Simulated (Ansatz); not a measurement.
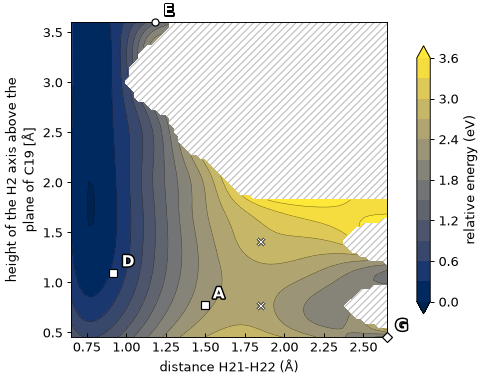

H₂ on a C(101) slab cut from the P6_3/mmc phase, its upper half relaxed before the scan (20 atoms of substrate and one adsorbate in a 2 × 1 cell). H2 lies flat over one site of a rigid substrate while its bond length and height are varied; it sits over a hollow site, heights counted from the top plane, its axis along the second surface vector. The first coordinate is: distance H21-H22; the second: height of the H2 axis above the plane of C19. The scan uses an 8 × 9 grid. At 20 points there is no value (left out: too close to the surface, or the stretched molecule far from it). Points are written as (first, second). All energies are given in eV relative to the lowest grid point. Computed with DFT LDA, scalar-relativistic, plane waves, PAW in Ansatz 0.2.0. Settings: cutoff 420 eV, k-mesh 6×6×1, gaussian smearing 0.05 eV, no spin polarisation.

Drawn: filled contours, crosses at grid points without a value, one colour for all values above the top of the scale, hatched blanks where no value was computed, lettered points. Between grid points the surface is interpolated.

**Is D the lowest point of the computed grid?**

No. D lies 0.37 eV above the lowest grid point, which is at (0.750 Å, 1.73 Å).

**Rank the lettered points by energy, lowest first.**

D (0.37 eV), E (1.43 eV), G (1.62 eV), A (2.32 eV).

PAW datasets: the set soft_1.
